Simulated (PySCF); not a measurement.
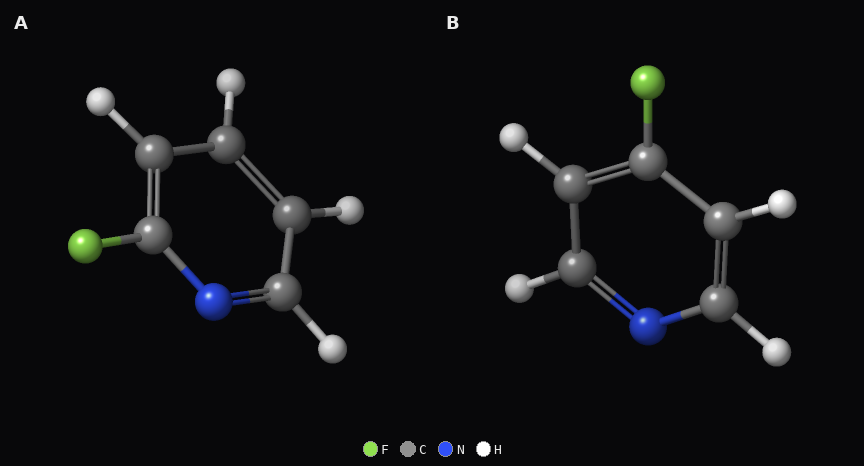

2 stationary structures of one formula. Geometries: PBE0-D3(BJ)/def2-SVP. Electronic energies: PBE0-D3(BJ)/def2-SVP (PySCF 2.14.0), without zero-point energy. No frequency run is at hand to confirm each as a minimum.

Rank them by energy, lowest first.

A is lowest; B lies 0.228 eV above it. A is `Fc1ccccn1`, B is `Fc1ccncc1`.
